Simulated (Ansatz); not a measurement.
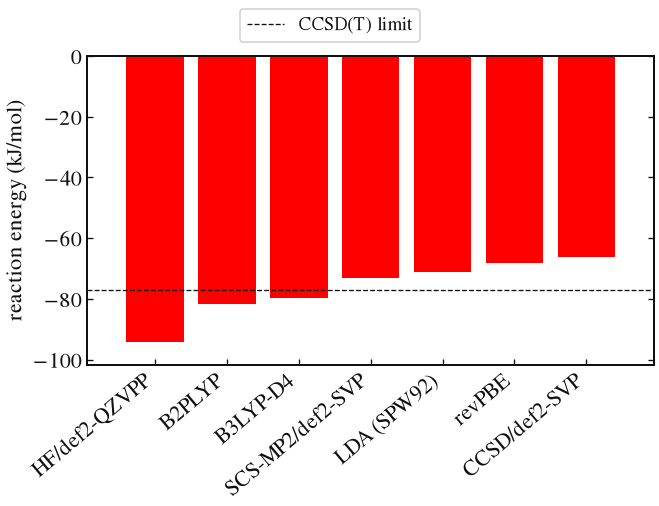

Electronic reaction energy of ZnSi₂NH₅ ([ZnH][SiH]1N[SiH2]1) + HCl (Cl) → Si₂NH₄Cl (Cl[SiH]1N[SiH2]1) + ZnH₂ ([ZnH2]) (SMILES in brackets) at several levels (functionals in def2-TZVPP unless a basis is named), isolated molecules at PBE0-D4 triple-zeta geometries, minima by their frequencies, no zero-point or thermal terms, the Ansatz code. The line is frozen-core CCSD(T) at the basis limit (MP2 extrapolated from triple and quadruple zeta, plus CCSD(T) less MP2 in a smaller set). Choice of cores on heavy atoms: Zn/Cu 3s3p. B2PLYP holds a correlation term that converges slowly with the basis, so part of the distance to the limit is basis error. No dispersion term is added to B2PLYP and revPBE. The distance of SCS-MP2/def2-SVP and CCSD/def2-SVP to the limit includes basis error.

Which level comes closest to the line (CCSD(T) limit), and which misses most?

Answer. Closest B3LYP-D4 (−79.8 kJ/mol), against −77.2 kJ/mol; farthest HF/def2-QZVPP (−94.2 kJ/mol).

Give the values.

Answer.
```csv
level,kJ/mol,less CCSD(T) limit
HF/def2-QZVPP,−94.2,−17.1
B2PLYP,−81.7,−4.5
B3LYP-D4,−79.8,−2.6
SCS-MP2/def2-SVP,−73.0,4.2
LDA (SPW92),−71.0,6.2
revPBE,−68.1,9.1
CCSD/def2-SVP,−66.0,11.2
CCSD(T) limit,−77.2,0.0
```

Known limits of this run: no scalar relativity up to krypton.
